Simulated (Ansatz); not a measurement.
Consider C2H5ClSi (SMILES C=[SiH]CCl).

The calculation's input:

```
crystal:
  periodic: [false, false, false]
  atoms:
    - { symbol: C, position_ang: [-0.43931, 1.3618, -1.14461] }
    - { symbol: Si, position_ang: [0.51932, 0.0311, -0.53467] }
    - { symbol: C, position_ang: [0.05179, -0.76855, 1.12915] }
    - { symbol: Cl, position_ang: [-0.30216, -2.51319, 0.8624] }
    - { symbol: H, position_ang: [-0.20357, 1.87803, -2.0576] }
    - { symbol: H, position_ang: [-1.3025, 1.73362, -0.61777] }
    - { symbol: H, position_ang: [1.67925, -0.66669, -1.06749] }
    - { symbol: H, position_ang: [-0.84651, -0.32987, 1.5553] }
    - { symbol: H, position_ang: [0.8437, -0.72626, 1.87529] }
basis:
  gaussian: { orbitals: def2-SVP }
hamiltonian:
  xc: pbe
  dispersion: d4
relax:
  f_tol: 0.015
  max_steps: 40
output:
  orbitals: {}
```

Run with:

```sh
ansatz run input.yaml --threads 1 --pin off --max-ram 2048MiB --backend cpu --events-out ev --progress --plain --runs-dir out
```

The fields are those of the relaxed geometry.

Computed with Ansatz 0.2.0, RKS PBE-D4/def2-SVP.

Question: What can the converged electron density and electron localisation function tell about the bonding?

Answer: C–Si (1.72 Å): the density is about 1.1 e/Å³ at the midpoint; the ELF peaks at about 0.90 between the atoms, as expected for a covalent bond.
C–H (1.10 Å): ρ is about 1.9 e/Å³ halfway; the ELF climbs to about 1 towards the hydrogen, as it does in any bond to H (an ordinary covalent bond to hydrogen).
C–Si (1.89 Å): the density is about 0.93 e/Å³ at the midpoint; the ELF peaks at about 0.95 between the atoms, as expected for a covalent bond.
Si–H (1.49 Å): ρ is about 0.76 e/Å³ halfway; the ELF climbs to about 1 towards the hydrogen.

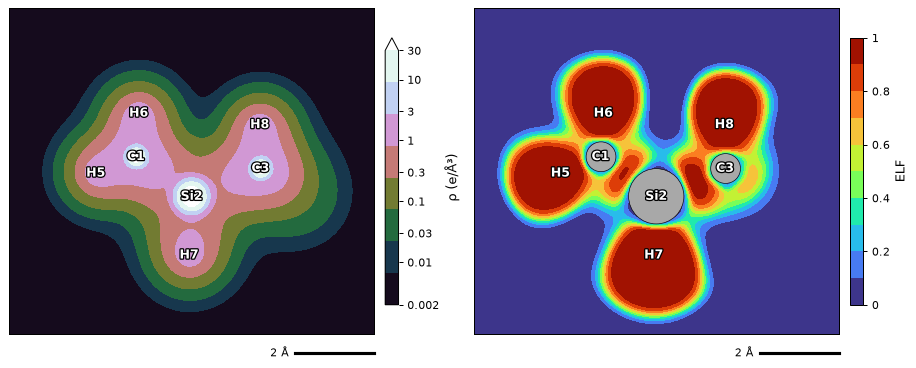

Computed electron density and electron localisation function on the plane of atoms C1, Si2 and H7, in this order. Grey discs cover the atomic cores in the ELF map. 
